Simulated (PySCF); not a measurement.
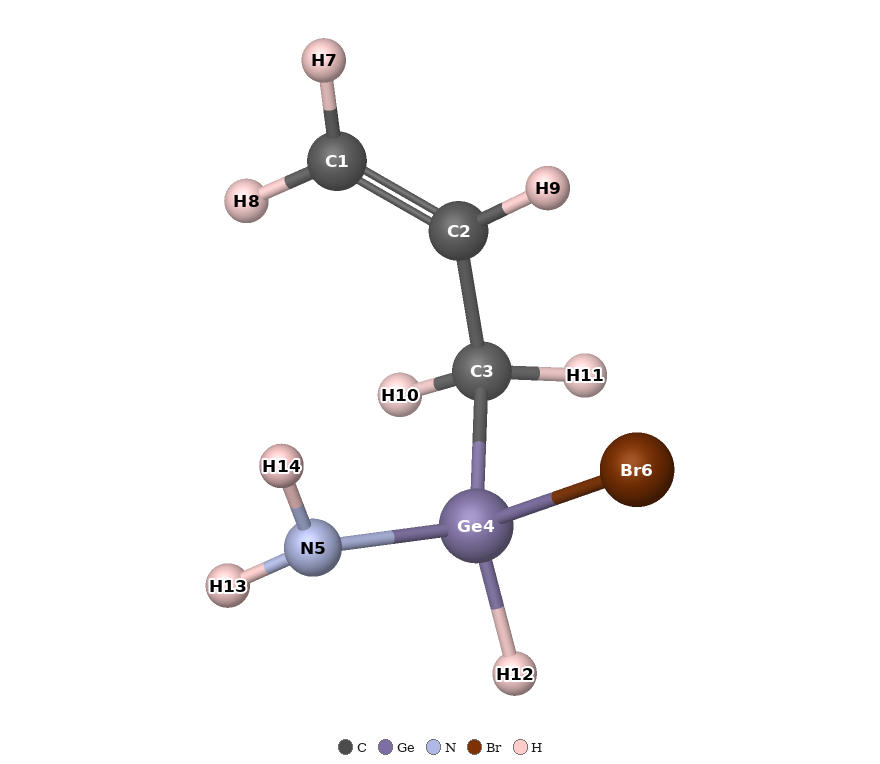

The computed structure is the end point of a GFN2-xTB optimisation. No frequency run is at hand to confirm it as a minimum. Level of theory: B3LYP/pcJ-1 (pcSseg-1 on Br) (pcSseg-1 on Ge) indirect spin-spin coupling, non-relativistic, gas phase (PySCF 2.14.0). Isotopes: 13C, 1H, 15N.

Give the spin–spin coupling constants of these pairs, with the number of bonds between them: N5/H14, N5/H13, C3/N5, N5/H12, N5/H11.

```csv
pair,bonds apart,J (Hz)
"N5, H14",1,−75.5
"N5, H13",1,−73.6
"C3, N5",2,0.9
"N5, H12",2,−13.9
"N5, H11",3,−0.8
```

The geometry is semi-empirical. Around Br, Ge such bond lengths and angles can be off by a tenth of an ångström or more and by several degrees, and values that hang on the shape move with them.
